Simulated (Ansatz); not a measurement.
Bands of a (7,0) BN nanotube, along its axis.

Level of theory: PBE (plane waves to 420 eV, PAW; Ansatz, a first-principles code). Mesh 1×1×8. No spin polarisation. It repeats along c; a and b span vacuum. An idealised model, rolled from the flat sheet. It keeps the symmetry and period of its start, so it need not be a minimum against all distortions.

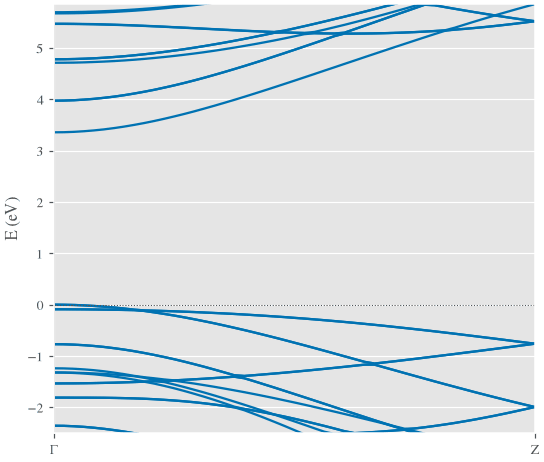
Fig. 1. Bands from the zone centre to the zone edge (period 4.33 Å); the dotted line marks the highest filled level

Is it a metal or a semiconductor at this level? Give what the bands show.

A semiconductor in PBE.
* **PBE gap**: 3.36 eV, direct at Γ
